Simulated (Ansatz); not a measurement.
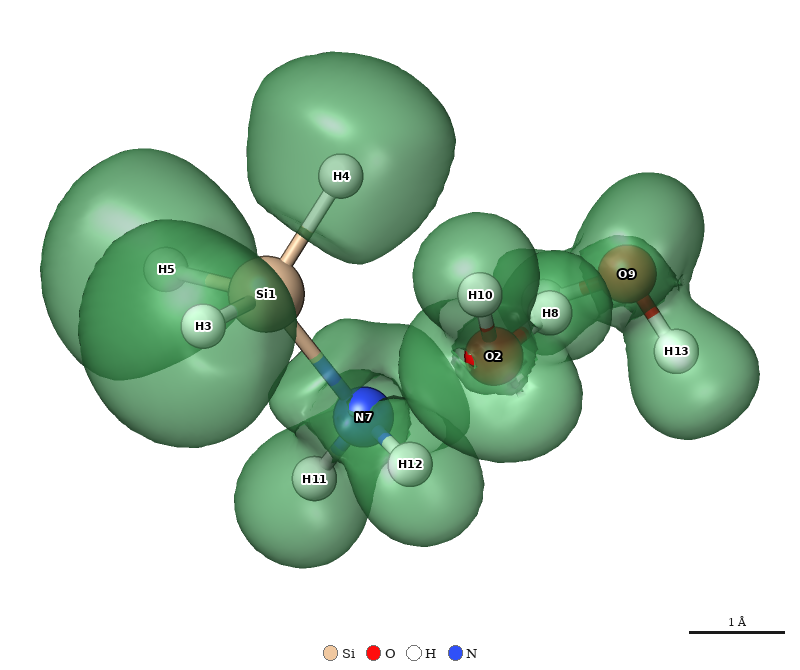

*H$_{5}$NSi···H$_{2}$O···H$_{2}$O. Isosurface of the electron localisation function at 0.75 (green), seen from one side. Only the valence region is drawn (cores and ρ < 0.01 e/Å³ removed).*

Not at a stationary point (largest force 1.0 eV/Å).

Computed with RKS r2SCAN-D4/6-31G* (Ansatz).

Input

```
crystal:
  periodic: [false, false, false]
  atoms:
    - { symbol: Si, position_ang: [-1.0178, 0.1888, -1.0678] }
    - { symbol: O, position_ang: [-0.5373, -1.4199, 0.1324] }
    - { symbol: H, position_ang: [-0.1894, 0.0199, -2.263] }
    - { symbol: H, position_ang: [-2.2249, -0.5676, -1.5522] }
    - { symbol: H, position_ang: [-1.7135, 1.1554, -0.2107] }
    - { symbol: H, position_ang: [0.983, 0.4715, 0.9042] }
    - { symbol: "N", position_ang: [0.7193, 1.0988, -0.2478] }
    - { symbol: H, position_ang: [0.2204, -1.0098, 1.0719] }
    - { symbol: O, position_ang: [1.0536, -0.4108, 1.8284] }
    - { symbol: H, position_ang: [-1.3519, -1.7036, 0.5367] }
    - { symbol: H, position_ang: [0.6259, 2.0814, -0.028] }
    - { symbol: H, position_ang: [1.5518, 0.9747, -0.8093] }
    - { symbol: H, position_ang: [1.8808, -0.8786, 1.7052] }
basis:
  gaussian: { orbitals: "6-31G*" }
hamiltonian:
  xc: r2scan
  dispersion: d4
relax:
  f_tol: 0.15
  max_steps: 25
  restrain:
    - { distance: [0, 6], at: 1.82, k: 30.0 }
    - { distance: [5, 8], at: 0.97, k: 30.0 }
    - { distance: [7, 1], at: 0.97, k: 30.0 }
    - { distance: [0, 1], at: 3.07, k: 30.0 }
    - { distance: [5, 6], at: 2.32, k: 30.0 }
    - { distance: [7, 8], at: 2.27, k: 30.0 }
output:
  orbitals: {}
```

Launched as:

```sh
ansatz run input.yaml --threads 2 --pin off --max-ram 3072MiB --backend cpu --events-out ev --progress --plain --runs-dir out
```

The fields are those of the run's last geometry, not of the input's.

Q: Identify the bonds, lone pairs and shells in this picture.

A: The ELF exceeds this value in three regions around hydrogen nuclei, one joined region spread over several atoms (H, N), in which their bonds and any lone pairs are merged and two joined regions spread over several atoms (H, O), in which their bonds and any lone pairs are merged. Profiles from the grid: N7···H6 (2.31 Å): the ELF dips to about 0.05 between them (a closed-shell contact with the geometry of a hydrogen bond). Si–N (1.79 Å): the ELF peaks at about 0.90 between the atoms: a polar covalent bond.
